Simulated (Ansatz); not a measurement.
CaP2 (I4/mmm): the Drude term of Re ε in the infrared

Re ε of CaP2 (I4/mmm) along x at low photon energies is read from one computed spectrum; the carriers' damping was typed as γ = 0.1 eV. x, y and z are the Cartesian axes of the input cell.

It takes space group I4/mmm (No. 139, tetragonal). The conventional cell has a = 4.069 Å, b = 4.069 Å, c = 7.957 Å, α = 90.00°, β = 90.00°, γ = 90.00°. Ca on site a has 10 P at 2.94 to 3.06 Å as nearest neighbours. Around P on site e lie 1 P at 2.08 Å.

Method: Ansatz 0.2.0, PBE, independent particles, k-mesh 14×14×14 with interpolation inside its cells, Gaussian parameter 0.1 eV.

Launch of the response step: `ansatz run input.yaml --threads 2 --pin off --max-ram 5120MiB --backend cpu --events-out ev --progress --plain --runs-dir out`. The run took 1.9 min, on 2 threads of Arm Neoverse V2, with other jobs on the host.

```
photon energy E (eV)  wavelength (µm)    Re ε
                0.25             4.96  -218.7
                0.30             4.13  -154.1
                0.35             3.54  -113.3
                0.40             3.10   -86.5
                0.50             2.48   -55.0
                0.60             2.07   -37.4
                0.70             1.77       ?
```

A Drude term over a constant background gives Re ε = ε_b − ωp²/(E² + γ²), linear in 1/(E² + γ²).

Working, on the rows shown:

| x = 1/(E² + γ²) (eV⁻²) | y = Re ε |
| --- | --- |
| 13.7931 | -218.7 |
| 10 | -154.1 |
| 7.54717 | -113.3 |
| 5.88235 | -86.5 |
| 3.84615 | -55 |
| 2.7027 | -37.4 |

Means: x̄ = 7.2952, ȳ = -110.83. Σ(x − x̄)(y − ȳ) = -1383, Σ(x − x̄)² = 84.59. Slope = -1383 / 84.59 = -16.35; intercept = ȳ − slope · x̄ = 8.425. The line misses the rows shown by at most 1.7.

Fill in the last column of the withheld row.

At x = 2 the line gives y = -24.27. The run gave -26.3, so the extrapolation is off by 2, 1.1 % of the range in the table.

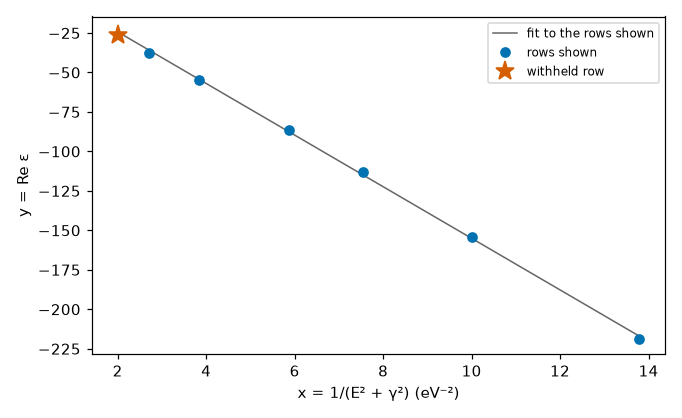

Refitted with all rows, the slope is -16.26 and the intercept 7.5803. These give ωp = √(−slope) = 4.03 eV, against 4.18 eV from the program's Fermi-surface sum, and an intercept of 7.6. Taking the program's Drude term off the rows leaves 22 at the lowest energy and 9 at the highest, so the background isn't constant: interband transitions lie in or near the window, and neither fitted number can be trusted. The structure is a model and need not exist. The values come from a sum over the points of one k-mesh and carry its error, which is largest for Fermi-surface quantities.

[Logs are printed without paths, hosts, clocks, repeated set-up lines and the standing remarks that a program may print on its own settings, such as how far it seeks lower states.]
